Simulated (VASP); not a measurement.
# How k-mesh and smearing change a VASP run on Bi2Pd (Urvantsevite), part 4 of 4

Aim: find what the k-mesh and smearing change for Bi2Pd (Urvantsevite), and what they cost. The series runs use LDA. The start is a cell from a database of measured crystal structures.

VASP 6.6.1; LDA; plane waves and PAW (Bi_d, Pd).

Still holding for the runs below: The k-mesh is coarse for a metal.

So far. Step 20 (Smearing: ISMEAR = 1, SIGMA = 0.5): Against the run before the energy at zero width moves by -1.19 meV an atom and the pressure by -0.04 GPa, after 12 cycles in 11 s. The entropy term T·S comes to 2.54 meV an atom in size.

### 21. Smearing: ISMEAR = -5

File INCAR:

```
SYSTEM = Bi2Pd
PREC = Accurate
ENCUT = 400
EDIFF = 1E-06
NELM = 100
ISMEAR = -5
SIGMA = 0.05
LREAL = .FALSE.
ALGO = Normal
GGA = CA
NBANDS = 26
LASPH = .TRUE.
LORBIT = 11
LWAVE = .FALSE.
LCHARG = .FALSE.
KPAR = 4
ISIF = 2
```

File POSCAR:

```
Bi2Pd
1.0
    0.0000000000     -3.3620000000      0.0000000000
   -3.3620000000      0.0000000000      0.0000000000
    1.6810000000     -1.6810000000     -6.4915000000
Bi Pd
2 1
Direct
    0.3630000000      0.6370000000      0.2740000000
    0.6370000000      0.3630000000      0.7260000000
    0.0000000000      0.0000000000      0.0000000000
```

File KPOINTS:

```
Automatic mesh
0
Gamma
7 7 7
0 0 0
```

The projector-augmented-wave data sets are Bi_d and Pd (PBE family, release 64).

The run is started by

```sh
$ mpirun -np 4 vasp_std
```

Log:

```text
[... set-up lines as in an earlier step ...]
 entering main loop
       N       E                     dE             d eps       ncg     rms          rms(c)
DAV:   1     0.375197485895E+03    0.37520E+03   -0.17850E+04  2098   0.158E+03
DAV:   2     0.157194583023E+02   -0.35948E+03   -0.35275E+03  2100   0.435E+02
DAV:   3    -0.156170345367E+02   -0.31336E+02   -0.30872E+02  2568   0.147E+02
DAV:   4    -0.166338140441E+02   -0.10168E+01   -0.10177E+01  2516   0.278E+01
[...]
DAV:  10    -0.163610476696E+02    0.15874E-03   -0.66735E-04  2270   0.189E-01    0.293E-02
DAV:  11    -0.163610166688E+02    0.31001E-04   -0.76986E-05  2684   0.643E-02    0.589E-03
DAV:  12    -0.163610162156E+02    0.45318E-06   -0.37384E-06  2058   0.130E-02
   1 F= -.16361016E+02 E0= -.16361016E+02  d E =0.000000E+00
 -----------------------------------------------------------------------------
|                                                                             |
|           W    W    AA    RRRRR   N    N  II  N    N   GGGG   !!!           |
|           W    W   A  A   R    R  NN   N  II  NN   N  G    G  !!!           |
|           W    W  A    A  R    R  N N  N  II  N N  N  G       !!!           |
|           W WW W  AAAAAA  RRRRR   N  N N  II  N  N N  G  GGG   !            |
|           WW  WW  A    A  R   R   N   NN  II  N   NN  G    G                |
|           W    W  A    A  R    R  N    N  II  N    N   GGGG   !!!           |
|                                                                             |
|     Tetrahedron method does not include variations of the Fermi             |
|     occupations, so forces and stress will be inaccurate. We suggest        |
|     using a different smearing scheme ISMEAR = 1 or 2 for metals in         |
|     relaxations.                                                            |
|                                                                             |
 -----------------------------------------------------------------------------
```

The job ended after 11 s (4 MPI ranks of Intel Xeon Platinum 8259CL at 2.50GHz (Skylake/Cascade Lake), shared host; peak memory 0.69 GiB).

Parts of OUTCAR (step 21):

```text
  Total       -1.3629757     -1.3629757     -1.7616842      0.0000000     -0.0000000      0.0000000
  in kB      -29.7617335    -29.7617335    -38.4678713      0.0000000     -0.0000000      0.0000000
  external PRESSURE =     -32.6637794 kB  Pullay stress =       0.0000000 kB

 POSITION                                       TOTAL-FORCE (eV/Angst)
 -----------------------------------------------------------------------------------
     -1.68100     -1.68100     -1.77867         0.000000     -0.000000      0.280128
      0.00000     -3.36200     -4.71283        -0.000000      0.000000     -0.280128
      0.00000      0.00000      0.00000         0.000000      0.000000      0.000000
 -----------------------------------------------------------------------------------
    total drift:                                0.000000     -0.000000     -0.000000

  FREE ENERGIE OF THE ION-ELECTRON SYSTEM (eV)
  ---------------------------------------------------
  free  energy   TOTEN  =       -16.3610162156 eV

  energy  without entropy=      -16.3610162156  energy(sigma->0) =      -16.36101622

[... 2 parts as in an earlier step ...]

[... 1 further part left out ...]
[key lines of the parts left out:]
E-fermi :   8.9123
```

With tetrahedra the forces and stress of a metal are not exact derivatives of the energy.

Against the first of the series the energy at zero width moves by +0.96 meV an atom and the pressure by -0.06 GPa, after 12 cycles in 11 s.

### 22. The smearing series as a table

This step: convergence of LDA results with the smearing; plane waves and PAW (VASP 6.6.1).

No new run; the numbers come from the runs before.

One cell and one 7×7×7 mesh. Free energy against width, by row:

| Fermi-Dirac width σ (eV) | free energy less that at the narrowest width (meV/atom) |
| --- | --- |
| 0.01 | 0 |
| 0.05 | -2.03 |
| 0.1 | -7.16 |
| 0.2 | -26.16 |
| 0.5 | -182.2 |

Differences are taken from the run with ISMEAR = -1, SIGMA = 0.01. Results of the series, by row:

| setting | status | energy less the reference (meV/atom) | pressure (GPa) | largest force difference (meV/Å) | SCF cycles | wall time (s) |
| --- | --- | --- | --- | --- | --- | --- |
| ISMEAR = -1, SIGMA = 0.01 | converged | 0 | -3.209 | 0 | 12 | 11.8 |
| ISMEAR = -1, SIGMA = 0.05 | converged | -0.3198 | -3.231 | 2.972 | 12 | 12.2 |
| ISMEAR = -1, SIGMA = 0.1 | converged | -0.8264 | -3.231 | 11.54 | 12 | 11 |
| ISMEAR = -1, SIGMA = 0.2 | converged | -0.7037 | -3.139 | 31.06 | 12 | 11.8 |
| ISMEAR = -1, SIGMA = 0.5 | converged | 22.99 | -1.878 | 24.36 | 12 | 13.6 |
| ISMEAR = 1, SIGMA = 0.01 | converged | 0.1056 | -3.212 | 3.763 | 12 | 12.8 |
| ISMEAR = 1, SIGMA = 0.05 | converged | -0.0774 | -3.205 | 0.888 | 12 | 10.4 |
| ISMEAR = 1, SIGMA = 0.1 | converged | -0.1442 | -3.211 | 0.051 | 12 | 11 |
| ISMEAR = 1, SIGMA = 0.2 | converged | -0.3437 | -3.239 | 2.2 | 12 | 10.6 |
| ISMEAR = 1, SIGMA = 0.5 | converged | -1.53 | -3.278 | 9.79 | 12 | 10.6 |
| ISMEAR = -5 | converged | 0.9633 | -3.266 | 64.19 | 12 | 11.2 |

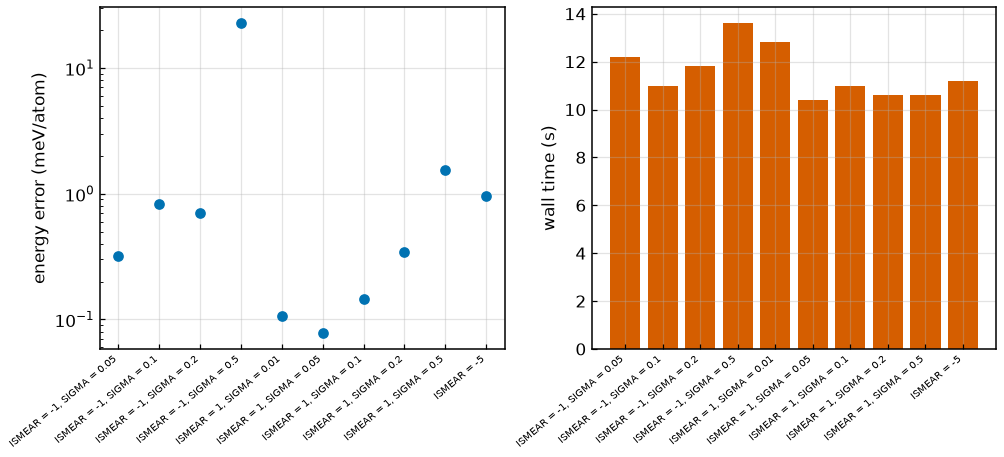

The energy error in size, against the reference run (errors under 0.01 are drawn at 0.01), and the wall time by setting.

### 23. Summary of results

| Quantity | Value |
| --- | --- |
| k-mesh from which the energy stays within 10 meV/atom of the reference | 6 6 6 |
| k-mesh from which the energy stays within 1 meV/atom of the reference | 8 8 8 |
| k-mesh from which the pressure stays within 0.2 GPa of the reference | 8 8 8 |
| spread of the pressure over the k-mesh | 4.14 GPa |
| spread of the energy over the k-mesh | 413 meV/atom |
| spread of the pressure over the smearing | 1.40 GPa |
| spread of the energy over the smearing | 24.5 meV/atom |

**Reading.** From 8 8 8 on, the energy stays within 1 meV an atom of the reference, at 35 % of its time. The pressure holds within 0.2 GPa from 8 8 8 on. The energy swings above and below the reference, since the sum over k-points is not variational. A metal's Fermi surface slows this convergence. The usual rule keeps the entropy term T·S under 1 meV an atom, which holds up to a width of 0.01 eV for Fermi-Dirac and 0.2 eV for first-order Methfessel-Paxton. That rule is made for Methfessel-Paxton; with the other schemes the zero-width estimate is the energy to use. Farthest in energy from the narrowest smearing lies ISMEAR = -1, SIGMA = 0.5 (+23.0 meV an atom, +1.33 GPa, 24.4 meV/Å in forces). On a fixed mesh a narrow width is not the exact answer for a metal: it samples the Fermi surface more noisily. Differences are taken from the run with 13 13 13, which is itself not the exact limit. The runs at 2 2 2; 3 3 3; 4 4 4 are over 30 meV an atom or 2 GPa off and describe the material poorly.

[Lines on the potential files, build, host, timing and source positions are cut from VASP's logs without a mark.]

[Logs are printed without paths, hosts, clocks, repeated set-up lines and the standing remarks that a program may print on its own settings, such as how far it seeks lower states.]

[Hosts, paths, dates, database ids (printed as entryN), source tags and the programs' standing remarks are cut or masked in the printed files.]

[A measured line is paired with the nearest computed mode of its activity, which favours agreement.]
